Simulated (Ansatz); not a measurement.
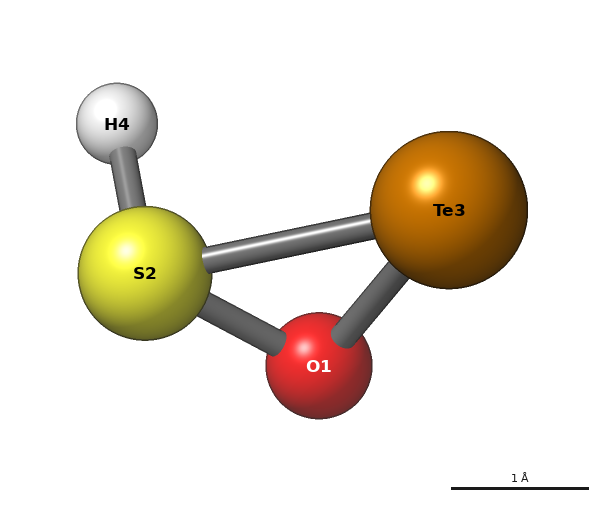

The atoms are numbered. State: charge +1, singlet. Computed geometry: PBE0-D4/def2-TZVP optimisation. No frequency run is at hand to confirm it as a minimum.

Which atoms are bonded, and how long are the bonds?

```json
{"bond": "O1–S2", "length (Å)": "1.611"}
{"bond": "O1–Te3", "length (Å)": "2.060"}
{"bond": "S2–Te3", "length (Å)": "2.374"}
{"bond": "S2–H4", "length (Å)": "1.365"}
```
